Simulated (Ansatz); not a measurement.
**Geometry relaxation of CH₆Ge**

The run: geometry relaxation of CH₆Ge. Method and program: RKS PBE0-D4/def2-TZVP (Ansatz 0.2.0).

The geometry is a transition state displaced along its imaginary mode. The reaction was set up to form Ge1–H2 and Ge1–C3 and to break H2–C3 (atoms counted from 1 in the order of the input); sticks are drawn by distance alone. Figures and captions count atoms from 1; the log counts them from 0 in places.

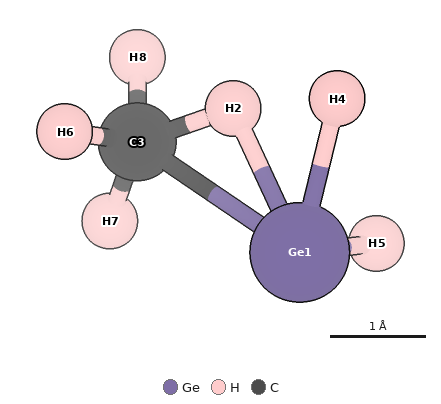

Figure 1. The starting structure (ball-and-stick view, seen at a tilt; atoms are numbered from 1 in the order of the input). Sticks mark near contacts. Bond lengths as drawn: C–Ge 2.33 Å, C–H 1.09 to 1.18 Å and Ge–H 1.59 to 1.77 Å.

### Key numbers

```tsv
quantity	value
outcome	converged
total energy	−57643.4477 eV
mean-field energy	−57643.3572 eV
dispersion energy	−0.0905 eV
SCF solution under orbital rotations	stable
largest force (length of the vector) at the end	0.001 eV/Å
dipole moment	1.15 D
hardware	2 threads of Arm Neoverse V1, 23 GiB of memory available, shared host
wall time	27 s (CPU time 51 s)
peak memory	0.2 GiB
```

### Input
```yaml
crystal:
  periodic: [false, false, false]
  atoms:
    - {symbol: Ge, position_ang: [-1.382162, 0.730615, 0.272541]}
    - {symbol: H, position_ang: [-0.098525, -0.480456, 0.347505]}
    - {symbol: C, position_ang: [0.834073, 0.103133, -0.065390]}
    - {symbol: H, position_ang: [-1.281952, -0.792578, 0.987859]}
    - {symbol: H, position_ang: [-1.714768, -0.010726, -1.096392]}
    - {symbol: H, position_ang: [1.350907, 0.502621, 0.819804]}
    - {symbol: H, position_ang: [0.997331, 0.793362, -0.894331]}
    - {symbol: H, position_ang: [1.295095, -0.845972, -0.371597]}
basis:
  gaussian: {orbitals: def2-TZVP}
hamiltonian: {xc: pbe0, dispersion: d4}
relax: {f_tol: 0.005, max_steps: 200}
```

Launch command:
```bash
ansatz run in.yaml --threads 2 --pin off --events-out ev --progress --plain --max-ram 4352MiB
```

### What the program printed
```
Functional definition: PBE0
  name "PBE0"
  cite "Adamo & Barone, J. Chem. Phys. 110, 6158 (1999) doi:10.1063/1.478522"
  cite "Perdew, Burke & Ernzerhof, Phys. Rev. Lett. 77, 3865 (1996) doi:10.1103/PhysRevLett.77.3865"
  parent pbe
  parameter a = 0.25
  parameter kappa = 0.804
  parameter beta = 0.06672455060314922
  exchange = (1 - a)*pbe_x(kappa = kappa, mu = beta*pi^2/3) + a*exact_x
  correlation = pbe_c(beta = beta)
845 factors; their error is unknown
mean field evaluation 1: about -57637.7012 eV, gradient 4.6e1 eV
mean field evaluation 2: about -57634.8676 eV, gradient 5.4e1 eV
mean field evaluation 4: about -57642.3828 eV, gradient 1.8e0 eV
mean field evaluation 8: about -57642.6552 eV, gradient 4.2e-2 eV
mean field -57642.65523441 eV, -2118.3285082694 hartree, gradient 2.3e-5 eV, S^2 0.000000; 0 other end points of the search recorded, 0 dependent functions left out
the calculation of the forces begins
reference -57642.65525881 eV, -2118.3285091663 hartree; 22, 22 occupied and 93, 93 virtual orbitals, 845 factors
relax step   1: F+E_penalty+E_count = -57642.74645930 eV  Δ(F+E_penalty+E_count) = +0.000e0 eV  max|allowed force component| = 1.411e0 eV/Å  Δτ_max = 0.0000 Å  (25 SCF iters, accepted)
these checks for a lower state are left out or cut short: starts, cluster_reference, orbital_swaps, neighbouring_geometries, increment
845 factors; their error is unknown
mean field evaluation 16: about -57642.5923 eV, gradient 5.5e0 eV
mean field -57642.97310236 eV, -2118.3401897014 hartree, gradient 1.3e-5 eV, S^2 0.000000; 0 other end points of the search recorded, 0 dependent functions left out
[... from here on the field's lines of each further geometry are left out, up to the last ...]
relax step   2: F+E_penalty+E_count = -57643.06337614 eV  Δ(F+E_penalty+E_count) = -3.169e-1 eV  max|allowed force component| = 7.445e-1 eV/Å  Δτ_max = 0.1960 Å  (27 SCF iters, accepted)
relax step   3: F+E_penalty+E_count = -57643.33750484 eV  Δ(F+E_penalty+E_count) = -2.741e-1 eV  max|allowed force component| = 4.849e-1 eV/Å  Δτ_max = 0.1921 Å  (27 SCF iters, accepted)
relax step   4: F+E_penalty+E_count = -57643.41599974 eV  Δ(F+E_penalty+E_count) = -7.849e-2 eV  max|allowed force component| = 3.839e-1 eV/Å  Δτ_max = 0.1999 Å  (27 SCF iters, accepted)
relax step   5: F+E_penalty+E_count = -57643.43853600 eV  Δ(F+E_penalty+E_count) = -2.254e-2 eV  max|allowed force component| = 4.074e-1 eV/Å  Δτ_max = 0.1276 Å  (27 SCF iters, accepted)
relax step   6: F+E_penalty+E_count = -57643.44593385 eV  Δ(F+E_penalty+E_count) = -7.398e-3 eV  max|allowed force component| = 4.797e-2 eV/Å  Δτ_max = 0.0207 Å  (27 SCF iters, accepted)
relax step   7: F+E_penalty+E_count = -57643.44622914 eV  Δ(F+E_penalty+E_count) = -2.953e-4 eV  max|allowed force component| = 7.933e-2 eV/Å  Δτ_max = 0.0440 Å  (27 SCF iters, accepted)
relax step   8: F+E_penalty+E_count = -57643.44719467 eV  Δ(F+E_penalty+E_count) = -9.655e-4 eV  max|allowed force component| = 1.935e-2 eV/Å  Δτ_max = 0.0317 Å  (28 SCF iters, accepted)
relax step   9: F+E_penalty+E_count = -57643.44747695 eV  Δ(F+E_penalty+E_count) = -2.823e-4 eV  max|allowed force component| = 7.625e-3 eV/Å  Δτ_max = 0.0253 Å  (26 SCF iters, accepted)
relax step  10: F+E_penalty+E_count = -57643.44757814 eV  Δ(F+E_penalty+E_count) = -1.012e-4 eV  max|allowed force component| = 2.306e-2 eV/Å  Δτ_max = 0.0311 Å  (27 SCF iters, accepted)
relax step  11: F+E_penalty+E_count = -57643.44762853 eV  Δ(F+E_penalty+E_count) = -5.039e-5 eV  max|allowed force component| = 1.146e-2 eV/Å  Δτ_max = 0.0042 Å  (29 SCF iters, accepted)
relax step  12: F+E_penalty+E_count = -57643.44765282 eV  Δ(F+E_penalty+E_count) = -2.429e-5 eV  max|allowed force component| = 6.313e-3 eV/Å  Δτ_max = 0.0076 Å  (29 SCF iters, accepted)
relax step  13: F+E_penalty+E_count = -57643.44765989 eV  Δ(F+E_penalty+E_count) = -7.066e-6 eV  max|allowed force component| = 5.069e-3 eV/Å  Δτ_max = 0.0073 Å  (29 SCF iters, accepted)
relax step  14: F+E_penalty+E_count = -57643.44765946 eV  Δ(F+E_penalty+E_count) = +4.330e-7 eV  max|allowed force component| = 3.789e-3 eV/Å  Δτ_max = 0.0035 Å  (21 SCF iters, rejected (line search))
the calculation of the forces begins
reference -57643.35718635 eV, -2118.3543045275 hartree; 22, 22 occupied and 93, 93 virtual orbitals, 845 factors
relax step  15: F+E_penalty+E_count = -57643.44766092 eV  Δ(F+E_penalty+E_count) = -1.026e-6 eV  max|allowed force component| = 1.029e-3 eV/Å  Δτ_max = 0.0017 Å  (20 SCF iters, accepted)
845 factors; their error is unknown
mean field evaluation 128: about -57643.3572 eV, gradient 1.8e-5 eV
```

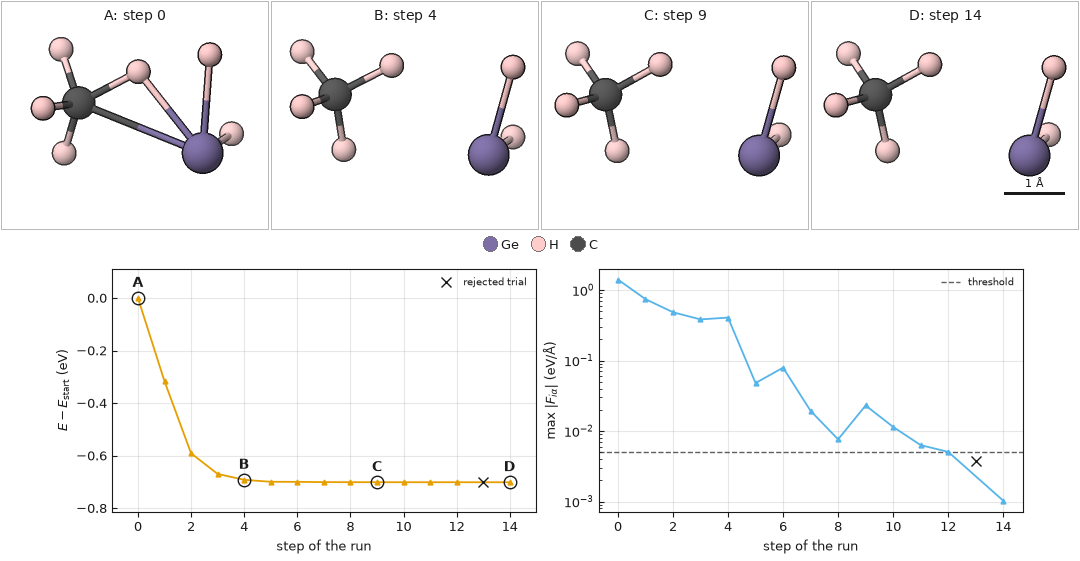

Figure 2. Frames of the relaxation (ball-and-stick view, seen at a tilt) above the curves, on which the letters mark them (the first geometry is step 0 here and step 1 in the log).

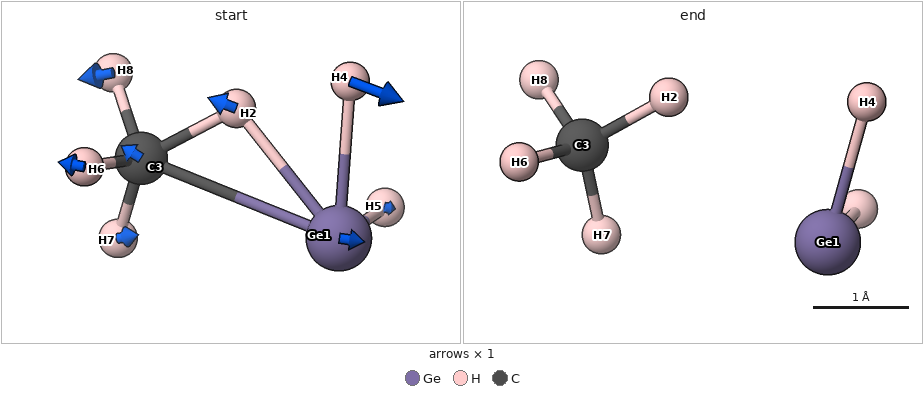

Figure 3. Before (left) and after (right) the relaxation, at one scale (ball-and-stick view, seen at a tilt). The blue arrows give the displacements, at true length. H4 moves most after the best rigid fit: 0.63 Å. Largest moves by element: H 0.63 Å, Ge 0.29 Å, C 0.26 Å. Among the contacts that change: Ge1–C3 2.328 → 2.853 Å, Ge1–H2 1.766 → 2.282 Å, Ge1–H4 1.686 → 1.597 Å, H2–C3 1.175 → 1.103 Å. Bonds break: Ge1–H2 (1.77 → 2.28 Å). Among the angles that change: H2–C3–H7 134.4° → 113.3°, H2–C3–H8 90.1° → 105.6°, H2–C3–H6 105.7° → 109.0°. Over 14 geometry steps the energy falls by 0.701 eV. Largest force component: 1.4 eV/Å at the start, 0.001 eV/Å at the end. The line search rejected the trial step at point 13 (counted from 0) and went back. (Atoms are counted from 1 in the order of the input.)

```
mean field -57643.35716053 eV, -2118.3543035787 hartree, gradient 1.6e-5 eV, S^2 0.000000; 1 other end points of the search recorded, 0 dependent functions left out
the calculation of the forces begins
reference -57643.35718635 eV, -2118.3543045275 hartree; 22, 22 occupied and 93, 93 virtual orbitals, 845 factors
Total energy: -57643.44768673 eV, -2118.3576303553 hartree
Atom 0 at    -1.666205     0.729822     0.270133 Å, force     0.000162     0.000079    -0.000095 eV/Å
Atom 1 at     0.224153    -0.541667     0.407441 Å, force     0.000008     0.000206     0.000043 eV/Å
Atom 2 at     1.074836     0.000852    -0.037137 Å, force    -0.000370    -0.001029     0.000231 eV/Å
Atom 3 at    -1.887843    -0.646470     1.049124 Å, force     0.000052     0.000100    -0.000666 eV/Å
Atom 4 at    -1.836313    -0.010639    -1.130750 Å, force    -0.000293    -0.000181     0.000566 eV/Å
Atom 5 at     1.650549     0.469788     0.757618 Å, force     0.000433     0.000285     0.000351 eV/Å
Atom 6 at     0.772381     0.754079    -0.765659 Å, force    -0.000166     0.000327    -0.000346 eV/Å
Atom 7 at     1.668442    -0.755766    -0.550771 Å, force     0.000173     0.000213    -0.000084 eV/Å
Dipole moment:     0.237449    -0.016768    -0.021218 e Å
```

### Trajectory as extended XYZ (Å, eV, eV/Å), 15 frames, from step=1 to step=15
```
8
Properties=species:S:1:pos:R:3:forces:R:3 step=1 energy=-57642.74646
Ge   -1.3822    0.7306    0.2725   -0.6294  -0.4633   0.3238
H    -0.0985   -0.4805    0.3475    0.4586   0.2628  -0.5568
C     0.8341    0.1031   -0.0654    1.4110  -0.1973   0.4912
H    -1.2820   -0.7926    0.9879   -0.8092   0.5795   0.0504
H    -1.7148   -0.0107   -1.0964   -0.0544   0.0400  -0.0257
H     1.3509    0.5026    0.8198   -0.0152  -0.2485  -0.3176
H     0.9973    0.7934   -0.8943   -0.6323  -0.1057   0.0134
H     1.2951   -0.8460   -0.3716    0.2708   0.1326   0.0213
8
Properties=species:S:1:pos:R:3:forces:R:3 step=2 energy=-57643.06338
Ge   -1.4159    0.6921    0.2885   -0.6637  -0.0246   0.2469
H    -0.0397   -0.4807    0.3144    0.7263   0.4606  -0.5738
C     0.9001    0.0968   -0.0677    0.4640  -0.7445   0.4747
H    -1.4681   -0.7639    1.0421   -0.3130   0.3848  -0.0882
H    -1.7347   -0.0121   -1.1028   -0.0079  -0.0145   0.0012
H     1.4074    0.4953    0.8123    0.0350  -0.0697  -0.1402
H     0.9677    0.8055   -0.8948   -0.5541  -0.1592   0.1227
H     1.3832   -0.8331   -0.3919    0.3133   0.1672  -0.0432
8
Properties=species:S:1:pos:R:3:forces:R:3 step=3 energy=-57643.33751
Ge   -1.4800    0.6802    0.3066   -0.4222   0.4849  -0.0339
H     0.0608   -0.4937    0.2653    0.0813  -0.0263  -0.0364
C     0.9774    0.0514   -0.0573    0.2002  -0.1168  -0.4435
H    -1.6454   -0.6950    1.0692   -0.1530  -0.2071   0.0943
H    -1.7645   -0.0009   -1.1053   -0.0005  -0.0467   0.0354
H     1.4566    0.4875    0.8105    0.0990   0.0865   0.0394
H     0.8544    0.7889   -0.8707    0.0526  -0.4598   0.4267
H     1.5407   -0.8184   -0.4183    0.1425   0.2853  -0.0821
8
Properties=species:S:1:pos:R:3:forces:R:3 step=4 energy=-57643.41600
Ge   -1.5675    0.7523    0.2980   -0.0178  -0.0506  -0.0155
H     0.1873   -0.6457    0.2950   -0.1321   0.3699  -0.1042
C     1.0155    0.0073   -0.0477    0.1780  -0.3839  -0.1021
H    -1.7471   -0.6379    1.0537   -0.1073  -0.0259   0.0696
H    -1.8442    0.0367   -1.0994   -0.0049   0.0192  -0.0100
H     1.4701    0.5042    0.8017    0.0644   0.0725   0.0534
H     0.7851    0.7235   -0.8431   -0.0946  -0.1612   0.1559
H     1.7008   -0.7405   -0.4582    0.1142   0.1601  -0.0472
8
Properties=species:S:1:pos:R:3:forces:R:3 step=5 energy=-57643.43854
Ge   -1.6552    0.7322    0.3161    0.0047   0.1535  -0.0810
H     0.2013   -0.5683    0.2510   -0.2839  -0.2524   0.2095
C     1.0839   -0.0053   -0.0532    0.4074   0.2076  -0.3971
H    -1.8725   -0.6406    1.0771   -0.0216  -0.1422   0.0757
H    -1.9134    0.0218   -1.0885    0.0193   0.0009   0.0121
H     1.5393    0.4953    0.8014   -0.0816  -0.0458  -0.0633
H     0.8432    0.7214   -0.8390    0.1389  -0.1315   0.1600
H     1.7735   -0.7565   -0.4650   -0.1833   0.2098   0.0841
8
Properties=species:S:1:pos:R:3:forces:R:3 step=6 energy=-57643.44593
Ge   -1.6435    0.7352    0.3110   -0.0031   0.0310  -0.0060
H     0.1940   -0.5794    0.2669   -0.0072  -0.0101   0.0465
C     1.0769   -0.0026   -0.0551    0.0397  -0.0266  -0.0480
H    -1.8590   -0.6465    1.0775   -0.0137  -0.0232   0.0087
H    -1.9033    0.0255   -1.0928    0.0148  -0.0066   0.0055
H     1.5335    0.4970    0.7965   -0.0309  -0.0072  -0.0046
H     0.8412    0.7188   -0.8367    0.0135   0.0249  -0.0047
H     1.7600   -0.7479   -0.4673   -0.0131   0.0178   0.0026
8
Properties=species:S:1:pos:R:3:forces:R:3 step=7 energy=-57643.44623
Ge   -1.6393    0.7416    0.2987   -0.0295  -0.0793  -0.0234
H     0.1986   -0.5714    0.3098    0.0103   0.0031  -0.0056
C     1.0724   -0.0019   -0.0515    0.0160   0.0038   0.0013
H    -1.8700   -0.6431    1.0634    0.0052   0.0347   0.0314
H    -1.8737    0.0019   -1.0954    0.0116   0.0463  -0.0077
H     1.5625    0.4855    0.7883    0.0017  -0.0046  -0.0066
H     0.8178    0.7344   -0.8142   -0.0057  -0.0038   0.0055
H     1.7318   -0.7471   -0.4991   -0.0095  -0.0001   0.0049
8
Properties=species:S:1:pos:R:3:forces:R:3 step=8 energy=-57643.44720
Ge   -1.6628    0.7383    0.2890    0.0134  -0.0152  -0.0034
H     0.2141   -0.5698    0.3375    0.0068   0.0034  -0.0033
C     1.0790   -0.0041   -0.0479   -0.0145   0.0051   0.0193
H    -1.8812   -0.6392    1.0671   -0.0045   0.0043  -0.0019
H    -1.8676    0.0041   -1.1108   -0.0020   0.0022   0.0019
H     1.5909    0.4809    0.7802    0.0055  -0.0027  -0.0051
H     0.8021    0.7367   -0.7983    0.0023   0.0015  -0.0062
H     1.7256   -0.7468   -0.5168   -0.0071   0.0015  -0.0014
8
Properties=species:S:1:pos:R:3:forces:R:3 step=9 energy=-57643.44748
Ge   -1.6583    0.7336    0.2811   -0.0015   0.0062   0.0020
H     0.2142   -0.5585    0.3601    0.0037  -0.0024   0.0023
C     1.0762   -0.0014   -0.0435   -0.0002   0.0044  -0.0076
H    -1.8803   -0.6416    1.0609   -0.0024  -0.0043   0.0028
H    -1.8603   -0.0027   -1.1176    0.0043  -0.0018  -0.0036
H     1.6106    0.4762    0.7743   -0.0004   0.0023   0.0026
H     0.7939    0.7442   -0.7875   -0.0002   0.0013   0.0022
H     1.7040   -0.7499   -0.5279   -0.0032  -0.0056  -0.0007
8
Properties=species:S:1:pos:R:3:forces:R:3 step=10 energy=-57643.44758
Ge   -1.6607    0.7311    0.2723   -0.0048   0.0070   0.0017
H     0.2195   -0.5500    0.3895    0.0231   0.0098  -0.0124
C     1.0747    0.0001   -0.0394    0.0073  -0.0094   0.0027
H    -1.8852   -0.6420    1.0556    0.0005  -0.0031  -0.0015
H    -1.8450   -0.0100   -1.1264    0.0026  -0.0023   0.0008
H     1.6352    0.4708    0.7661   -0.0140  -0.0076  -0.0212
H     0.7791    0.7520   -0.7727    0.0041  -0.0072   0.0144
H     1.6824   -0.7520   -0.5450   -0.0188   0.0129   0.0155
8
Properties=species:S:1:pos:R:3:forces:R:3 step=11 energy=-57643.44763
Ge   -1.6632    0.7310    0.2726   -0.0007   0.0070   0.0004
H     0.2203   -0.5475    0.3924    0.0115   0.0053  -0.0023
C     1.0750    0.0005   -0.0390    0.0062  -0.0079  -0.0016
H    -1.8860   -0.6435    1.0536   -0.0005  -0.0051   0.0026
H    -1.8426   -0.0102   -1.1265    0.0007  -0.0013  -0.0029
H     1.6389    0.4707    0.7640   -0.0104  -0.0044  -0.0114
H     0.7785    0.7522   -0.7717    0.0028  -0.0015   0.0072
H     1.6792   -0.7533   -0.5455   -0.0096   0.0078   0.0080
8
Properties=species:S:1:pos:R:3:forces:R:3 step=12 energy=-57643.44765
Ge   -1.6653    0.7306    0.2717    0.0010   0.0021  -0.0006
H     0.2222   -0.5446    0.3992    0.0034   0.0026   0.0015
C     1.0750    0.0007   -0.0382    0.0018  -0.0063  -0.0012
H    -1.8873   -0.6450    1.0514   -0.0003  -0.0023   0.0015
H    -1.8389   -0.0105   -1.1283   -0.0005   0.0000  -0.0014
H     1.6446    0.4703    0.7608   -0.0042  -0.0010  -0.0033
H     0.7756    0.7531   -0.7689    0.0015   0.0011   0.0014
H     1.6740   -0.7546   -0.5479   -0.0028   0.0039   0.0021
8
Properties=species:S:1:pos:R:3:forces:R:3 step=13 energy=-57643.44766
Ge   -1.6662    0.7300    0.2702    0.0003   0.0003   0.0001
H     0.2238   -0.5421    0.4058    0.0007   0.0013   0.0015
C     1.0750    0.0009   -0.0372   -0.0005  -0.0051  -0.0007
H    -1.8875   -0.6462    1.0495   -0.0002  -0.0001  -0.0003
H    -1.8373   -0.0107   -1.1304    0.0001  -0.0002   0.0003
H     1.6498    0.4697    0.7583   -0.0011   0.0003   0.0000
H     0.7731    0.7540   -0.7661    0.0006   0.0016  -0.0008
H     1.6693   -0.7556   -0.5502    0.0001   0.0019   0.0000
8
Properties=species:S:1:pos:R:3:forces:R:3 step=14 energy=-57643.44766 accepted=F
Ge   -1.6661    0.7300    0.2698   -0.0008  -0.0038  -0.0011
H     0.2245   -0.5411    0.4091    0.0007   0.0006  -0.0008
C     1.0747    0.0009   -0.0369   -0.0005  -0.0016   0.0010
H    -1.8881   -0.6467    1.0481    0.0005   0.0017   0.0012
H    -1.8356   -0.0112   -1.1307    0.0000   0.0021  -0.0003
H     1.6518    0.4696    0.7570    0.0004   0.0001  -0.0002
H     0.7716    0.7544   -0.7649    0.0000   0.0001  -0.0002
H     1.6672   -0.7560   -0.5515   -0.0003   0.0008   0.0004
8
Properties=species:S:1:pos:R:3:forces:R:3 step=15 energy=-57643.44766
Ge   -1.6662    0.7298    0.2701    0.0002   0.0001  -0.0001
H     0.2242   -0.5417    0.4074    0.0000   0.0002   0.0000
C     1.0748    0.0009   -0.0371   -0.0004  -0.0010   0.0002
H    -1.8878   -0.6465    1.0491    0.0001   0.0001  -0.0007
H    -1.8363   -0.0106   -1.1307   -0.0003  -0.0002   0.0006
H     1.6505    0.4698    0.7576    0.0004   0.0003   0.0004
H     0.7724    0.7541   -0.7657   -0.0002   0.0003  -0.0003
H     1.6684   -0.7558   -0.5508    0.0002   0.0002  -0.0001
```

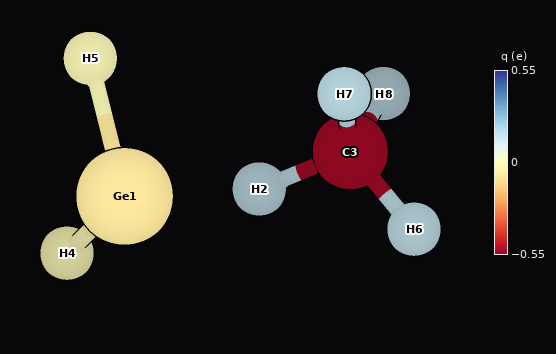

Figure 4. Mulliken charges, as the colour of each atom (ball-and-stick view, seen at a tilt; atoms are numbered from 1 in the order of the input). By element: Ge −0.08, H −0.02 to +0.16 and C −0.53 e.
